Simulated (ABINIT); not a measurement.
# Beyond one shot: BAs (F-43m), part 3 of 3

How far does self-consistency move the gap of BAs (F-43m)?

ABINIT 10.8.3; PBE and many-body steps on it, plane waves. Known limits of the many-body steps: not at the basis limit; no spin-orbit coupling.

So far. Step 7 (evGW0, cycle 3): Against the cycle before, the gap moves by +0.008 eV. Step 10 (evGW, cycle 1): Against G0W0 in ABINIT (6×6×6 mesh, 157 bands, screening to 228.6 eV, Godby-Needs plasmon pole), the gap moves by +0.183 eV.

**12. Screening, 6×6×6 mesh, 157 bands, screening to 228.6 eV**

This step: RPA screening on PBE from quasiparticle energies, plane waves, norm-conserving pseudopotentials.

Contents of run.abi:

```
acell 3*1.0 Angstrom
rprim 
  -0.000000000000 2.388500000000 2.388500000000
  2.388500000000 -0.000000000000 2.388500000000
  2.388500000000 2.388500000000 -0.000000000000
ntypat 2
znucl 5 33
natom 2
typat 1 2
xred 
  0.000000000000 0.000000000000 0.000000000000
  0.250000000000 0.250000000000 0.250000000000
pp_dirpath "pseudos"
pseudos "B.upf, As.upf"
ecut 44
ngkpt 6 6 6
nshiftk 1
shiftk 0 0 0
kptopt 1
chksymbreak 0
istwfk *1
occopt 1
irdwfk 1
optdriver 3
nband 157
ecuteps 8.4
inclvkb 2
awtr 1
symchi 1
irdqps 1
gwcalctyp 10
nqptdm 15
qptdm 
  0.1666666667 0.0000000000 0.0000000000
  0.3333333333 0.0000000000 0.0000000000
  0.5000000000 0.0000000000 0.0000000000
  0.1666666667 0.1666666667 0.0000000000
  0.3333333333 0.1666666667 0.0000000000
  0.5000000000 0.1666666667 0.0000000000
  -0.3333333333 0.1666666667 0.0000000000
  -0.1666666667 0.1666666667 0.0000000000
  0.3333333333 0.3333333333 0.0000000000
  0.5000000000 0.3333333333 0.0000000000
  -0.3333333333 0.3333333333 0.0000000000
  0.5000000000 0.5000000000 0.0000000000
  0.5000000000 0.3333333333 0.1666666667
  -0.3333333333 0.3333333333 0.1666666667
  -0.3333333333 0.5000000000 0.1666666667
indata_prefix "in"
outdata_prefix "out"
tmpdata_prefix "tmp"
```

Contents of mrgscr.stdin:

```
2
merged
q0_SCR
out_SCR
1
```

Started as:

```
$ OMP_NUM_THREADS=1 mpirun -n 4 abinit run.abi > log; mrgscr < mrgscr.stdin
```

The program printed:

```text
.Version 10.8.3 of ABINIT. v10.8.2 released Aug 2026.

 Symmetries : space group F-4 3 m (#216); Bravais cF (face-center cubic)
[... echo of the input left out ...]
== DATASET  1 ==================================================================
-   mpi_nproc: 4, omp_nthreads: 1 (-1 if OMP is not activated)

--- !DatasetInfo
iteration_state: {dtset: 1, }
dimensions: {natom: 2, nkpt: 16, mband: 157, nsppol: 1, nspinor: 1, nspden: 1, mpw: 2637, }
cutoff_energies: {ecut:  44.0, pawecutdg:  -1.0, }
[...]
q-point number  1        q = ( 0.166667, 0.000000, 0.000000) [r.l.u.]
--------------------------------------------------------------------------------
[... chi0 elements left out ...]
  Average fulfillment of the sum rule on Im[epsilon] for q-point    2 :     73.93  [%]

--------------------------------------------------------------------------------
  q-point number  2        q = ( 0.333333, 0.000000, 0.000000) [r.l.u.]
--------------------------------------------------------------------------------
[... chi0 elements left out ...]
  Average fulfillment of the sum rule on Im[epsilon] for q-point    3 :     68.58  [%]

 [... 13 further q-points ...]
```

The job ended after 3.6 min (4 MPI ranks of Intel Xeon Platinum 8375C at 2.90GHz (Ice Lake), shared host; peak memory 1.5 GiB; 14 min of CPU time).

Numbers from this step:

```yaml
plasma_frequency: 36.27 eV
plane_waves_in_the_screening_matrix: 181
```

This screening reads the quasiparticle levels of the cycle before.

**13. evGW, cycle 2**

This step: evGW on PBE, plane waves, norm-conserving pseudopotentials.

Changes to run.abi since step 12:

```diff
@@ -23,12 +23,10 @@
 irdwfk 1
-optdriver 3
+optdriver 4
 nband 157
-ecuteps 8.4
-inclvkb 2
-awtr 1
-symchi 1
-irdqps 1
 gwcalctyp 10
-nqptdm 15
-qptdm 
+ecutsigx 44
+symsigma 1
+nkptgw 16
+kptgw 
+  0.0000000000 0.0000000000 0.0000000000
   0.1666666667 0.0000000000 0.0000000000
@@ -48,2 +46,23 @@
   -0.3333333333 0.5000000000 0.1666666667
+bdgw 
+  11 17
+  11 17
+  11 17
+  11 17
+  11 17
+  11 17
+  11 17
+  11 17
+  11 17
+  11 17
+  11 17
+  11 17
+  11 17
+  11 17
+  11 17
+  11 17
+ecuteps 8.4
+irdscr 1
+ppmodel 1
+irdqps 1
 indata_prefix "in"
```

Started as:

```
$ OMP_NUM_THREADS=1 mpirun -n 4 abinit run.abi > log
```

The program printed:

```text
.Version 10.8.3 of ABINIT. v10.8.2 released Aug 2026.

 Symmetries : space group F-4 3 m (#216); Bravais cF (face-center cubic)
[... echo of the input left out ...]
== DATASET  1 ==================================================================
-   mpi_nproc: 4, omp_nthreads: 1 (-1 if OMP is not activated)

--- !DatasetInfo
iteration_state: {dtset: 1, }
dimensions: {natom: 2, nkpt: 16, mband: 157, nsppol: 1, nspinor: 1, nspden: 1, mpw: 2637, }
cutoff_energies: {ecut:  44.0, pawecutdg:  -1.0, }
[...]
.  kptgw no:  3; Maximum DeltaE = (   0.004  -0.000) for band index:  7
[...]
.  kptgw no: 15; Maximum DeltaE = (   0.004  -0.000) for band index:  1
.  kptgw no: 16; Maximum DeltaE = (   0.005  -0.000) for band index:  1

== END DATASET(S) ==============================================================
================================================================================

 -outvars: echo values of variables after computation  --------
           etotal      0.0000000000E+00
            nband         157
             nkpt          16
          spgroup         216
 [... the other variables as echoed above ...]

 Calculation completed.
```

The job ended after 9.3 min (4 MPI ranks; peak memory 1.5 GiB).

This step gave:

* quasiparticle gap on the mesh: 2.097 eV
* gap of the density functional on the mesh: 1.293 eV
* k of the valence top: 0, 0, 0
* k of the conduction bottom: 0.3333, 0.3333, 0
* least direct quasiparticle gap on the computed points: 4.363 eV

Against the cycle before, the gap moves by +0.005 eV.

**14. Side by side**

Times are wall times on 4 MPI ranks of Intel Xeon Platinum 8375C at 2.90GHz (Ice Lake), shared host, good to a factor of about two. A run's time includes the screening step that it read.

| run | mesh | bands | screening cutoff (eV) | DFT gap (eV) | gap on the mesh (eV) | direct (eV) | ε∞ used | time |
| --- | --- | --- | --- | --- | --- | --- | --- | --- |
| G0W0 | 6×6×6 | 157 | 228.6 | 1.293 | 1.909 | 4.145 | 10.51 | 4 min |
| evGW0, cycle 1 | 6×6×6 | 157 | 228.6 | 1.293 | 2.056 | 4.348 | 10.51 | 13 min |
| evGW0, cycle 2 | 6×6×6 | 157 | 228.6 | 1.293 | 1.978 | 4.227 | 10.51 | 13 min |
| evGW0, cycle 3 | 6×6×6 | 157 | 228.6 | 1.293 | 1.986 | 4.242 | 10.51 | 13 min |
| evGW, cycle 1 | 6×6×6 | 157 | 228.6 | 1.293 | 2.092 | 4.358 | 9.12 | 13 min |
| evGW, cycle 2 | 6×6×6 | 157 | 228.6 | 1.293 | 2.097 | 4.363 | 8.94 | 13 min |

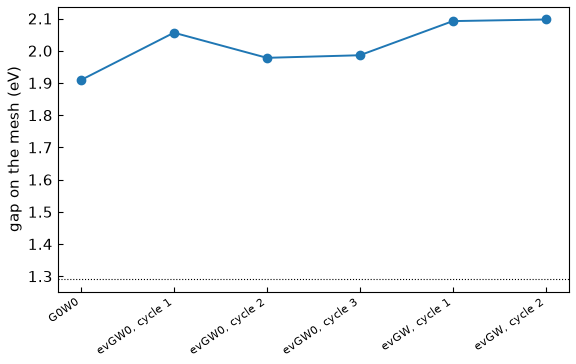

The gap through the cycles; the dotted line is the starting gap.

**15. Results**

```json
{
 "G0W0": "1.909 eV",
 "evGW0, cycle 1": "2.056 eV",
 "evGW0, cycle 2": "1.978 eV",
 "evGW0, cycle 3": "1.986 eV",
 "evGW, cycle 1": "2.092 eV",
 "evGW, cycle 2": "2.097 eV",
 "known limits": "not at the basis limit; no spin-orbit coupling"
}
```

What this shows: Only the bands that the input lists are updated; the others, empty or deep, keep the functional's energies or take a rigid shift. The evGW loop starts from the last levels of evGW0, so its cycles and time come on top of those. evGW0 ends at 1.99 eV, +0.08 eV from G0W0, after 3 cycles that took 28 min beside the first screening; the last moved the gap by 0.008 eV. evGW ends at 2.10 eV, +0.19 eV from G0W0, after 2 cycles that took 26 min beside the first screening; the last moved the gap by 0.005 eV. The first cycle of evGW0 takes the full correction, without the factor Z, so it overshoots the one-shot value. Against experiment, by evGW, cycle 2: the gap of 2.10 eV lies +0.28 eV from the measured 1.82 eV (indirect, 300 K, 2019); the direct gap of 4.36 eV lies +0.24 eV from the measured 4.12 eV (direct, 300 K, 2019); the gap of 2.10 eV lies +0.08 eV from the measured 2.02 eV (indirect, 300 K, 2019). An exciton line or allowed optical edge lies below the quasiparticle gap by the binding energy; a forbidden edge can push the onset above it. These are gaps on the mesh, at modest bands and cutoff. The calculation has static nuclei and no excitons; a measured gap holds zero-point and thermal motion, which mostly lowers it. Bands and cutoff are finite, so the gap is not at the basis limit. The miss can reach some tenths of an eV and take either sign; the mesh is an error of its own. A denser mesh or path gives a starting gap of 1.21 eV: the GW mesh misses a band edge, so its gaps are not the fundamental one. In the updated screening the q = 0 part is built from Kohn-Sham bands under a rigid shift, the other q from the quasiparticle levels. The many-body steps are scalar-relativistic: spin-orbit coupling is not in them.

[Paths, hosts, dates, memory and timing lines, banners, echoed tables and standing remarks are left out of the program output.]

[Logs are printed without paths, hosts, clocks, repeated set-up lines and the standing remarks that a program may print on its own settings, such as how far it seeks lower states.]

[Runs of the session that timed out or met a known fault of the program may be left out.]

[Hosts, paths, dates, database ids (printed as entryN), source tags and the programs' standing remarks are cut or masked in the printed files.]

[G0W0 gaps are taken among the corrected bands and points alone; a level outside them can change the order at an edge.]

[Where Ansatz stands beside ABINIT at settings called matched, ABINIT's density can come from a denser mesh and the files from another edition; pairs whose starting gaps differed by over 0.03 eV were left out, so agreement reads better than it is.]
